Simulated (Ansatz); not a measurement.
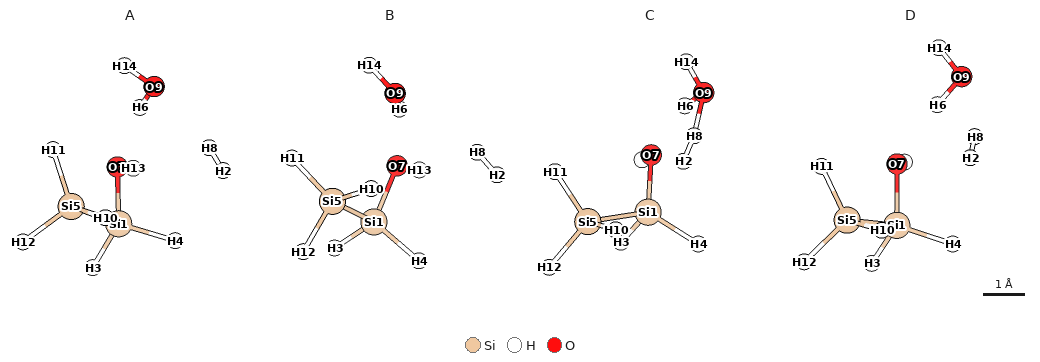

4 geometries from one relaxation of Si₂H₁₀O₂ (started from a transition state, displaced along its imaginary mode), in shuffled order. The picture is a ball-and-stick view, seen from a free direction.

These are results of Ansatz 0.2.0, RKS PBE0-D4/def2-TZVP, not measurements. (force threshold 0.005 eV/Å; at most 200 steps)

Question: Order the frames from highest to lowest energy.

Answer: C, D, A, B. They are steps 0, 9, 29, 63, at +3.081 eV, +0.088 eV, +0.050 eV relative to the last. The largest move after the best rigid fit is that of H2, 1.88 Å. By element the largest moves are H 1.88 Å, O 1.44 Å, Si 0.60 Å. Some distances before and after: Si1–H2 2.021 → 3.844 Å, H8–O9 1.385 → 2.586 Å, H6–O9 0.778 → 0.968 Å, Si1–Si5 2.375 → 2.340 Å. Among the angles between lasting bonds that change: H3–Si1–O7 93.3° → 109.2°, Si5–Si1–O7 121.4° → 109.8°, H4–Si1–O7 119.5° → 109.7°. Groups turn about Si1–O7 by about 60°. The energy falls by 3.081 eV in 59 accepted moves (63 points after the start). Largest force component: 17 eV/Å at the start, 0.0029 eV/Å at the end. The line search rejected the trial steps at points 17, 37, 53, 55 of the run.
